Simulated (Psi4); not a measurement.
# InNH2Cl (SMILES [NH2][In][Cl]): UPBE0/def2-SVP (core potential)

What is the vertical ionisation energy of InNH2Cl at UPBE0/def2-SVP (core potential)? 

The calculation is run with Psi4 1.11.

### 1 The structure to begin with

InNH2Cl: 5 atoms, total charge 0, spin state doublet. SMILES: `[NH2][In][Cl]`. The shape is that of a PBE0-D4/def2-TZVP optimisation. This is one conformer, not always the lowest.

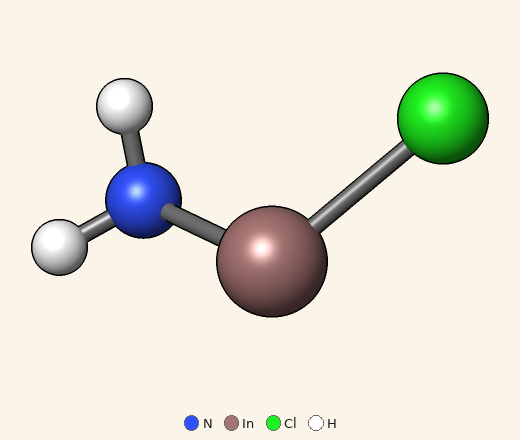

Viewed from a chosen angle; nitrogen blue, indium brown, chlorine green, hydrogen white.

### 2 Energy and forces at UPBE0/def2-SVP (core potential)

File input.json:

```json
{
  "schema_name": "qcschema_input",
  "schema_version": 1,
  "molecule": {
    "schema_name": "qcschema_molecule",
    "schema_version": 2,
    "symbols": ["N", "In", "Cl", "H", "H"],
    "geometry": [-0.26947495, 1.52803254, -0.93333573, -0.77781127, -2.30130847, -0.28969501, 2.6295539, -4.17912932, 1.925064, -1.88915921, 2.4260304, -1.42995576, 0.40118886, 2.38710204, 0.64968784],
    "molecular_charge": 0,
    "molecular_multiplicity": 2,
    "fix_symmetry": "c1"
  },
  "driver": "gradient",
  "model": {
    "method": "pbe0",
    "basis": "def2-SVP"
  },
  "keywords": {
    "reference": "uks",
    "puream": true,
    "e_convergence": 1e-09,
    "d_convergence": 1e-08,
    "scf_type": "pk",
    "dft_radial_points": 99,
    "dft_spherical_points": 590,
    "maxiter": 100,
    "scf_properties": ["MULLIKEN_CHARGES", "LOWDIN_CHARGES", "WIBERG_LOWDIN_INDICES"]
  }
}
```

The run is started by

```console
$ psi4 --qcschema input.json -n 1 --memory 2200MB
```

stdout (excerpt; [...] marks lines left out):

```text
[...]
    !!!  WARNING: ECP capability is in beta. Please check occupations closely.  !!!
[...]
  Running in c1 symmetry.
[...]
  Nuclear repulsion =  154.716518858565308
[...]
  Multiplicity = 2
[...]
  Nalpha       = 24
  Nbeta        = 23
[...]
    Number of basis functions: 68
[...]
   @UKS iter   1:  -705.58962787177575   -9.20823e-01   1.20306e-02 ADIIS/DIIS
[...]
   @UKS iter  16:  -705.91544788176020   -1.36424e-12   1.49411e-09 DIIS
[...]
   @S^2 Observed:                7.569426931E-01
[...]
    Orbital Energies [Eh]
    ---------------------
    Alpha Occupied:
       1A   -101.639819     2A    -14.391500     3A     -9.490163
       4A     -7.229441     5A     -7.223333     6A     -7.223098
       7A     -4.727755     8A     -3.126047     9A     -3.121710
      10A     -3.118321    11A     -0.868333    12A     -0.823676
      13A     -0.794999    14A     -0.793055    15A     -0.792682
      16A     -0.781847    17A     -0.761938    18A     -0.490426
      19A     -0.439556    20A     -0.358367    21A     -0.311691
      22A     -0.307606    23A     -0.292190    24A     -0.231131
    Alpha Virtual:
      25A     -0.051350    26A      0.015569    27A      0.019342
[...]
  @UKS Final Energy:  -705.91544788176020
   => Energetics <=
    Nuclear Repulsion Energy =            154.7165188585653084
    One-Electron Energy =               -1354.9038098225755675
    Two-Electron Energy =                 534.0568281056796422
    DFT Exchange-Correlation Energy =     -39.7849850234294635
    Empirical Dispersion Energy =           0.0000000000000000
    VV10 Nonlocal Energy =                  0.0000000000000000
    Total Energy =                       -705.9154478817602012
[...]
 Multipole Moments:
 ------------------------------------------------------------------------------------
     Multipole            Electronic (a.u.)      Nuclear  (a.u.)        Total (a.u.)
 ------------------------------------------------------------------------------------
 L = 1.  Multiply by 2.5417464519 to convert [e a0] to [Debye]
 Dipole X            :        -26.8862415           25.7573825           -1.1288590
 Dipole Y            :         -4.3800600            5.0215680            0.6415080
 Dipole Z            :        -13.8524647           13.6131491           -0.2393156
 Magnitude           :                                                    1.3202754
[...]
  Mulliken Charges: (a.u.)
   Center  Symbol    Alpha    Beta     Spin     Total
       1     N     3.83967  3.56877  0.27090 -0.40844
       2    IN    10.57601  9.96256  0.61345  0.46143
       3    CL     8.72190  8.60210  0.11981 -0.32400
       4     H     0.42865  0.43620 -0.00754  0.13515
       5     H     0.43377  0.43038  0.00339  0.13585
   Total alpha = 24.00000, Total beta = 23.00000, Total charge =  0.00000
  Lowdin Charges: (a.u.)
   Center  Symbol    Alpha    Beta     Spin     Total
       1     N     3.72564  3.49563  0.23002 -0.22127
[...]
  -Total Gradient:
     Atom            X                  Y                   Z
    ------   -----------------  -----------------  -----------------
       1       -0.003181262603     0.000646310710     0.003186622930
       2        0.005111543551     0.002796001587     0.002152566026
       3       -0.004521469409     0.002470666546    -0.002811791253
       4        0.004220411584    -0.002975335156     0.001465057850
       5       -0.001620702882    -0.002946701087    -0.003979176536
[...]
```

The result, in JSON:

```text
{
 "driver": "gradient",
 "model": {
  "method": "pbe0",
  "basis": "def2-SVP"
 },
 "success": true,
 "return_result": [-0.0031812626031310076, 0.0006463107098268472, 0.003186622929896049, 0.005111543550895187, 0.0027960015872718486, 0.0021525660261893093, -0.004521469409474219, 0.002470666545730707, -0.002811791253256153, 0.004220411584133721, -0.002975335155703404, 0.0014650578503148312, -0.0016207028818312486, -0.00294670108730484, -0.003979176535982731],
 "properties": {
  "calcinfo_nbasis": 68,
  "calcinfo_nmo": 68,
  "calcinfo_nalpha": 24,
  "calcinfo_nbeta": 23,
  "calcinfo_natom": 5,
  "nuclear_repulsion_energy": 154.7165188585653,
  "return_energy": -705.9154478817602,
  "return_gradient": [-0.0031812626031310076, 0.0006463107098268472, 0.003186622929896049, 0.005111543550895187, 0.0027960015872718486, 0.0021525660261893093, -0.004521469409474219, 0.002470666545730707, -0.002811791253256153, 0.004220411584133721, -0.002975335155703404, 0.0014650578503148312, -0.0016207028818312486, -0.00294670108730484, -0.003979176535982731],
  "scf_one_electron_energy": -1354.9038098225756,
  "scf_two_electron_energy": 534.0568281056796,
  "scf_xc_energy": -39.78498502342946,
  "scf_dipole_moment": [-1.128859023704912, 0.6415079768476808, -0.239315554273535],
  "scf_total_energy": -705.9154478817602,
  "scf_total_gradient": [-0.0031812626031310076, 0.0006463107098268472, 0.003186622929896049, 0.005111543550895187, 0.0027960015872718486, 0.0021525660261893093, -0.004521469409474219, 0.002470666545730707, -0.002811791253256153, 0.004220411584133721, -0.002975335155703404, 0.0014650578503148312, -0.0016207028818312486, -0.00294670108730484, -0.003979176535982731],
  "scf_iterations": 16
 }
}
```

Wall time 39 s (1 thread of Intel Xeon at 2.50GHz (Skylake/Cascade Lake), shared host); peak memory 0.69 GiB.

### 3 The singlet cation, same level

File input.in:

```
memory 2200 MB

molecule geom {
  1 1
  N
  In 1 R2
  Cl 2 R3 1 A3
  H 1 R4 2 A4 3 D4
  H 1 R5 4 A5 2 D5

  R2 = 2.072358
  R3 = 2.369007
  A3 = 113.1207
  R4 = 1.014642
  A4 = 113.009
  D4 = -164.07964
  R5 = 1.017033
  A5 = 107.38364
  D5 = -121.86895
  units angstrom
  symmetry c1
  no_reorient
  no_com
}

set {
  puream               true
  e_convergence        1e-09
  d_convergence        1e-08
  scf_type             pk
  dft_radial_points    99
  dft_spherical_points 590
}

energy_value, wavefunction = gradient('pbe0/def2-SVP', return_wfn=True)
print_variables()
```

The run is started by

```console
$ psi4 input.in input.out -n 1
```

input.out (excerpt; [...] marks lines left out):

```text
[...]
    !!!  WARNING: ECP capability is in beta. Please check occupations closely.  !!!
[...]
  Running in c1 symmetry.
[...]
  Nuclear repulsion =  154.716506523154180
[...]
  Multiplicity = 1
[...]
  Nalpha       = 23
  Nbeta        = 23
[...]
    Number of basis functions: 68
[...]
   @RKS iter   1:  -705.29850792822924   -6.15429e-01   1.11421e-02 ADIIS/DIIS
[...]
   @RKS iter  12:  -705.60534476020268   -2.86491e-11   7.20756e-09 DIIS
[...]
  @RKS Final Energy:  -705.60534476020268
   => Energetics <=
    Nuclear Repulsion Energy =            154.7165065231541803
    One-Electron Energy =               -1343.3918305656461598
    Two-Electron Energy =                 522.6115361234789134
    DFT Exchange-Correlation Energy =     -39.5415568411897596
    Empirical Dispersion Energy =           0.0000000000000000
    VV10 Nonlocal Energy =                  0.0000000000000000
    Total Energy =                       -705.6053447602026836
[...]
 Multipole Moments:
 ------------------------------------------------------------------------------------
     Multipole            Electronic (a.u.)      Nuclear  (a.u.)        Total (a.u.)
 ------------------------------------------------------------------------------------
 L = 1.  Multiply by 2.5417464519 to convert [e a0] to [Debye]
 Dipole X            :         -0.8423972            1.2383142            0.3959170
 Dipole Y            :         30.5600744          -28.9179590            1.6421154
 Dipole Z            :          5.3608457           -6.0162438           -0.6553982
 Magnitude           :                                                    1.8118609
[...]
  -Total Gradient:
     Atom            X                  Y                   Z
    ------   -----------------  -----------------  -----------------
       1        0.013108358886    -0.014108871303    -0.014726418720
       2       -0.004904339693     0.038019800225     0.012310493837
       3        0.002169241240    -0.022429153118    -0.001897176402
       4       -0.000023651166    -0.008283013471     0.007029063261
       5       -0.010344592896     0.006787345165    -0.002705043872
[...]
```

Run time: 25 s. Hardware: 1 thread of Intel Xeon at 2.50GHz (Skylake/Cascade Lake), shared host; peak memory 0.69 GiB.

### 4 Outcome

Level: UPBE0/def2-SVP (core potential).

```
                                           quantity          value
                      doublet InNH2Cl: total energy  -705.91545 Eh
                     doublet InNH2Cl: dipole moment         3.36 D
doublet InNH2Cl: HOMO energy (highest over α and β)       -6.29 eV
 doublet InNH2Cl: LUMO energy (lowest over α and β)       -3.51 eV
                              doublet InNH2Cl: ⟨S²⟩          0.757
          doublet InNH2Cl: largest force on an atom     0.319 eV/Å
                       singlet cation: total energy  -705.60534 Eh
                        singlet cation: HOMO energy      -13.75 eV
                        singlet cation: LUMO energy      -10.55 eV
                      singlet cation: HOMO–LUMO gap        3.20 eV
           singlet cation: largest force on an atom     2.070 eV/Å
 vertical ionisation energy (to the singlet cation)       8.438 eV
```

In words: Removing an electron at fixed nuclei costs 8.44 eV (195 kcal/mol). The largest force (doublet InNH2Cl) is 0.32 eV/Å: the shape isn't a stationary point for this species at this level. Only the singlet of the ionised species was computed; a triplet could lie lower. Mulliken charges (doublet InNH2Cl) run from -0.41 on N1 to +0.46 on In2.
